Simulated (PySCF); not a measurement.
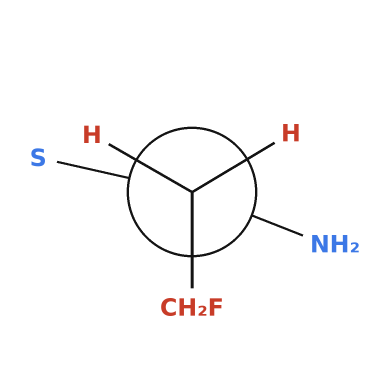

A Newman projection along the C–C bond, carbon in front; angles are drawn as computed, but eclipsed bonds slightly apart. The geometry was computed by an optimisation with GFN2-xTB. No frequency run is at hand to confirm it as a minimum.

> Which molecule is it?

C3H6FNS, NC(=S)CCF

> What is the torsion angle from the front CH2F to the back S? The sign is positive where the front bond must turn clockwise to cover the back bond.

112°, anticlinal.
